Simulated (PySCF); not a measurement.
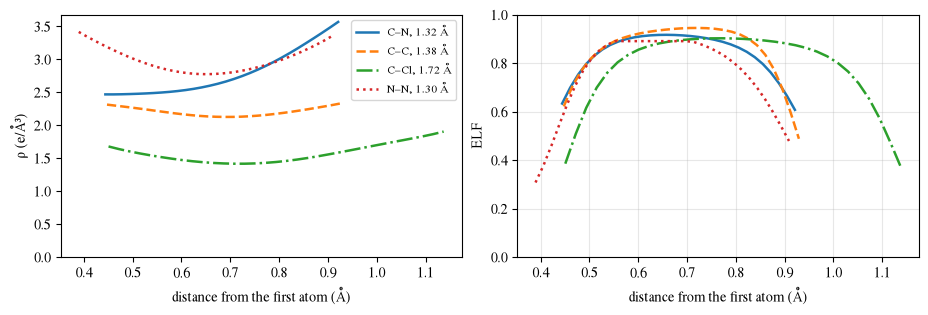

The picture shows: C$_{4}$H$_{5}$ClN$_{2}$Si. Electron density and electron localisation function along straight lines between neighbouring atoms. The curves leave out the atomic cores.

Geometry: GFN2-xTB.

All numbers below come from PBE0/def2-SVPD, SCF density, gas phase (PySCF 2.14.0).

```xyz
13

Si    2.3918   -0.0549    0.2976
C     0.5109    0.1311    0.1433
C    -0.3234   -0.7656   -0.5391
C    -1.6762   -0.5113   -0.5615
C    -2.0933    0.6382    0.1161
Cl   -3.7563    1.0617    0.1564
N    -1.2659    1.4465    0.7434
N     0.0077    1.1938    0.7516
H     2.9920    1.2706    0.2396
H     2.8252   -0.8951   -0.8241
H     2.6757   -0.7370    1.5603
H     0.0934   -1.6299   -1.0352
H    -2.3860   -1.1477   -1.0662
```

### What can be read from the curves?

C–N (1.32 Å): ρ is about 2.6 e/Å³ halfway; the ELF peaks at about 0.90 between the atoms (localised, covalent bonding).
C–C (1.38 Å): ρ at the midpoint is about 2.1 e/Å³; the ELF peaks at about 0.95 between the atoms: localised, covalent bonding.
C–Cl (1.72 Å): the density is about 1.5 e/Å³ at the midpoint; the ELF peaks at about 0.90 between the atoms: localised, covalent bonding.
N–N (1.30 Å): ρ at the midpoint is about 2.8 e/Å³; the ELF peaks at about 0.90 between the atoms, as expected for a covalent bond.
